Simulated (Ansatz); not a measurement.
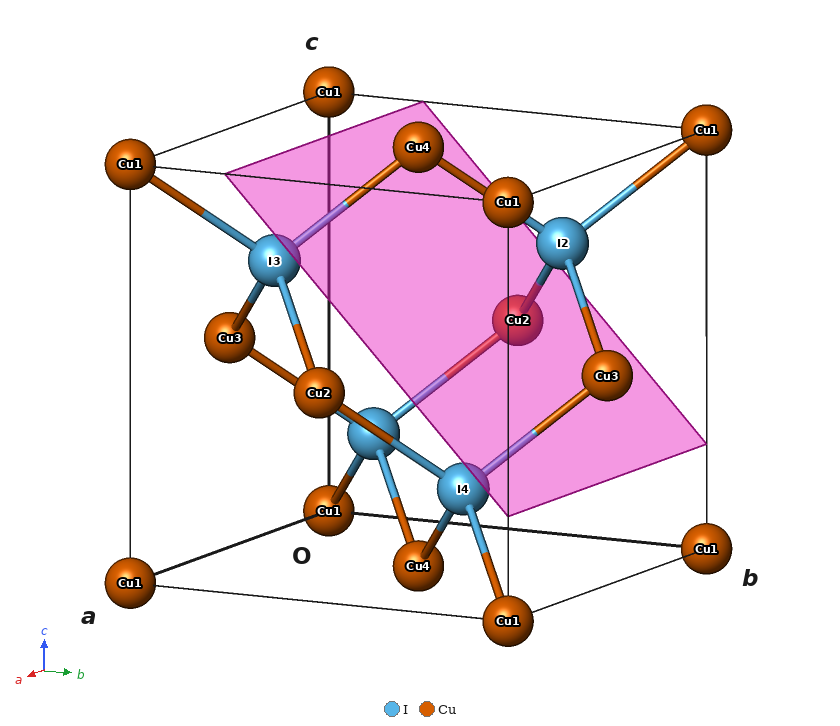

Crystal: CuI, the input geometry of an electronic-structure calculation (not necessarily at equilibrium). The shaded plane is a symmetry element of the crystal. Geometry calculated from the standardised cell; symmetry tolerance 0.002 Å.

a = 6.150 Å, b = 6.150 Å, c = 6.150 Å, α = 90.00°, β = 90.00°, γ = 90.00°.

```tsv
atom	x	y	z
I1	0.2500	0.2500	0.2500
Cu1	0.0000	0.0000	0.0000
I2	0.2500	0.7500	0.7500
Cu2	0.0000	0.5000	0.5000
I3	0.7500	0.2500	0.7500
Cu3	0.5000	0.0000	0.5000
I4	0.7500	0.7500	0.2500
Cu4	0.5000	0.5000	0.0000
```

Q: Is it a mirror or a glide plane, and what is the operation?

A: It is a glide plane with glide vector (1/2, 1/4, −1/4), parallel to (0 1 1), through (1/2, 5/8, 5/8): x, y, z → x+1/2, −z+3/2, −y+1.

Q: Onto which atom does it carry each atom (up to whole multiples of a, b and c)?

A: I1 → I3, Cu1 → Cu4, I2 → I4, Cu2 → Cu3, I3 → I2, Cu3 → Cu1, I4 → I1, Cu4 → Cu2.

Q: What is the crystal's space group?

A: No. 216, F-43m.
